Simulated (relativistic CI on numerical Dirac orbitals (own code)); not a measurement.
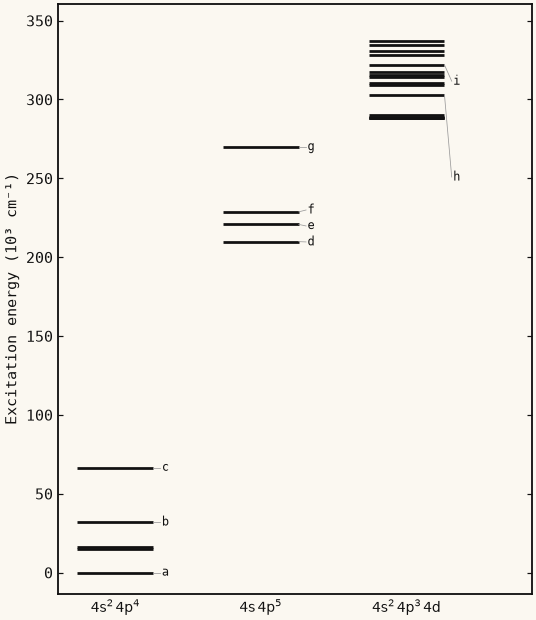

Figure 1. The lowest levels of Nb⁷⁺, with 9 of them lettered. a: 4s² 4p⁴ ³P₂ at 0; b: 4s² 4p⁴ ¹D₂ at 31,990 cm⁻¹; c: 4s² 4p⁴ ¹S₀ at 66,450 cm⁻¹; d: 4s 4p⁵ ³P°₂ at 209,800 cm⁻¹; e: 4s 4p⁵ ³P°₁ at 220,700 cm⁻¹; f: 4s 4p⁵ ³P°₀ at 228,700 cm⁻¹; g: 4s 4p⁵ ¹P°₁ at 269,800 cm⁻¹; h: 4s² 4p³ 4d ³D°₂ at 303,100 cm⁻¹; i: 4s² 4p³ 4d ³F°₄ at 321,900 cm⁻¹.

**Relativistic CI calculation, with input and output: Nb⁷⁺**

System: Nb⁷⁺.
Method: Dirac-Coulomb-Breit CI, KLI orbitals optimised for each configuration, model QED (radiative potential, 1s self-energy scaled to tabulated hydrogen-like ionisation energies) (relativistic CI on numerical Dirac orbitals, in-house).

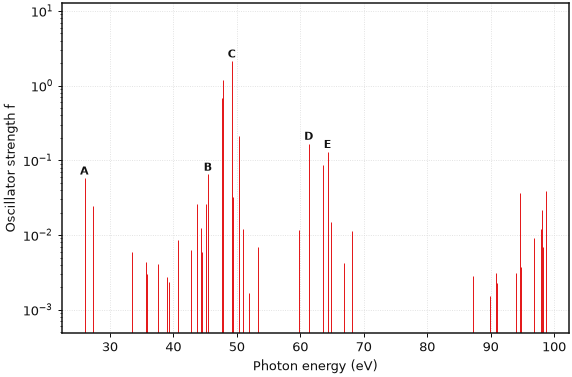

Figure 2. Absorption lines from the lowest level (oscillator strengths f) for Nb⁷⁺ (niobium, Z = 41). A: 4s 4p⁵ ³P°₂ ← 4s² 4p⁴ ³P₂, 26.01 eV, f = 0.058; B: 4s² 4p³ 4d ³P°₂ ← 4s² 4p⁴ ³P₂, 45.42 eV, f = 0.065; C: 4s² 4p³ 4d ³D°₃ ← 4s² 4p⁴ ³P₂, 49.21 eV, f = 2.1; D: 4s² 4p³ 5s ³S°₁ ← 4s² 4p⁴ ³P₂, 61.33 eV, f = 0.17; E: 4s² 4p³ 5s ³D°₃ ← 4s² 4p⁴ ³P₂, 64.34 eV, f = 0.13. The strongest, C, lies in the extreme ultraviolet region.

Input and output of the run follow.

**Input**
```
atom Nb  Z=41  charge=7  electrons=34
nucleus A=93  rms_radius_fm=4.3240
hamiltonian dirac-coulomb  breit=on  qed=on  c_scale=1
orbitals kli  potential=per-configuration
slater_scale 1
correlation none
mixing on
configurations
  [Ar] 3d10 4s2 4p4
  [Ar] 3d10 4s 4p5
  [Ar] 3d10 4p6
  [Ar] 3d10 4s2 4p3 4d
  [Ar] 3d10 4s 4p4 4d
  [Ar] 3d10 4s2 4p3 4f
  [Ar] 3d10 4s2 4p3 5s
  [Ar] 3d10 4s 4p4 4f
  [Ar] 3d10 4p5 4d
  [Ar] 3d10 4s2 4p3 5p
  [Ar] 3d10 4s 4p3 4d2
  [Ar] 3d10 4s2 4p2 4d 5p
  [Ar] 3d10 4s2 4p3 5d
  [Ar] 3d10 4p5 5s
  [Ar] 3d10 4s2 4p2 4d 4f
  [Ar] 3d10 4s 4p4 5s
  [Ar] 3d10 4p5 5p
  [Ar] 3d10 4s2 4p3 6s
  [Ar] 3d10 4s 4p3 4d 5s
  [Ar] 3d10 4p5 4f
  [Ar] 3d10 4s 4p4 5p
  [Ar] 3d10 4s2 4p3 6p
  [Ar] 3d10 4s2 4p2 5s 5p
  [Ar] 3d10 4s2 4p3 5f
  [Ar] 3d10 4s2 4p2 4f 5s
  [Ar] 3d10 4s2 4p3 5g
  [Ar] 3d10 4s2 4p3 6d
  [Ar] 3d10 4s2 4p2 4d2
  [Ar] 3d10 4s2 4p 4d3
  [Ar] 3d10 4s 4p2 4d3
  [Ar] 3d10 4s2 4p 4d2 4f
  [Ar] 3d10 4s2 4p 4d2 5s
  [Ar] 3d10 4s 4p2 4d2 4f
  [Ar] 3d10 4p4 4d2
  [Ar] 3d10 4p3 4d3
  [Ar] 3d10 4p3 4d2 4f
  [Ar] 3d10 4p3 4d2 5s
  [Ar] 3d10 4s2 4p2 4f2
  [Ar] 3d10 4s2 4p 4d 4f2
  [Ar] 3d10 4s 4p2 4d 4f2
  [Ar] 3d10 4s2 4p 4f3
  [Ar] 3d10 4s2 4p 4f2 5s
  [Ar] 3d10 4s 4p2 4f3
  [Ar] 3d10 4s2 4p2 5s2
  [Ar] 3d10 4s2 4p 4d 5s2
  [Ar] 3d10 4s 4p2 4d 5s2
  [Ar] 3d10 4s2 4p 4f 5s2
  [Ar] 3d10 4s 4p2 4f 5s2
end
```

The run was one of a batch that the task file lists, launched with:
```bash
python <driver script> task.json out
```

The program writes its results to a structured record and prints no log; tables and figures of this report are taken from that record.

**The lowest 20 levels**

```tsv
Configuration	Level	E (cm⁻¹)	LS purity (%)	Landé g	Lifetime (s; – stable or not computed)
4s² 4p⁴	³P₂	0	88	1.452	–
4s² 4p⁴	³P₀	14,840	82	–	1.2×10¹
4s² 4p⁴	³P₁	16,370	97	1.501	1.1×10⁻²
4s² 4p⁴	¹D₂	31,990	87	1.048	8.3×10⁻³
4s² 4p⁴	¹S₀	66,450	80	–	9.2×10⁻⁴
4s 4p⁵	³P°₂	209,800	82	1.500	4.3×10⁻¹⁰
4s 4p⁵	³P°₁	220,700	78	1.483	3.7×10⁻¹⁰
4s 4p⁵	³P°₀	228,700	81	–	4.0×10⁻¹⁰
4s 4p⁵	¹P°₁	269,800	57	1.016	1.5×10⁻¹⁰
4s² 4p³ 4d	⁵D°₀	288,000	92	–	3.6×10⁻⁹
4s² 4p³ 4d	⁵D°₁	288,400	93	1.489	2.7×10⁻⁹
4s² 4p³ 4d	⁵D°₂	288,400	89	1.463	4.1×10⁻⁹
4s² 4p³ 4d	⁵D°₃	288,600	86	1.469	8.4×10⁻⁹
4s² 4p³ 4d	⁵D°₄	290,100	90	1.482	–
4s² 4p³ 4d	³D°₂	303,100	55	1.039	3.8×10⁻⁹
4s² 4p³ 4d	³D°₃	309,000	75	1.304	4.3×10⁻⁸
4s² 4p³ 4d	³D°₁	310,600	94	0.523	4.3×10⁻⁹
4s² 4p³ 4d	[4p₁/₂ (4p₃/₂)² 4d₃/₂] J = 2	314,100	64	0.840	5.5×10⁻⁹
4s² 4p³ 4d	¹S°₀	315,400	90	–	1.5×10⁻⁸
4s² 4p³ 4d	³F°₃	317,200	75	1.113	7.0×10⁻⁹
```

**Key numbers**

- outcome: converged
- lowest level: 4s² 4p⁴ ³P₂
- first excited level: 4s² 4p⁴ ³P₀, 14,839 cm⁻¹
- ionisation energy: 136.199 eV
- levels computed: 12886
- SCF iterations: 410
- hardware: 1 thread of Arm Neoverse V2, 24 GiB of memory available, shared host
- wall time: 32 s

**Notes**

Caveats: configurations can be misplaced by up to about 7 % of their energy; only a limited list of configurations is included, so lower levels can be missing; only lines among the lowest 400 of 12886 levels are drawn, so those from 4s² 4p³ 6p, 4s 4p³ 4d², 4s 4p⁴ 5p and 4s 4p⁴ 4f are incomplete.
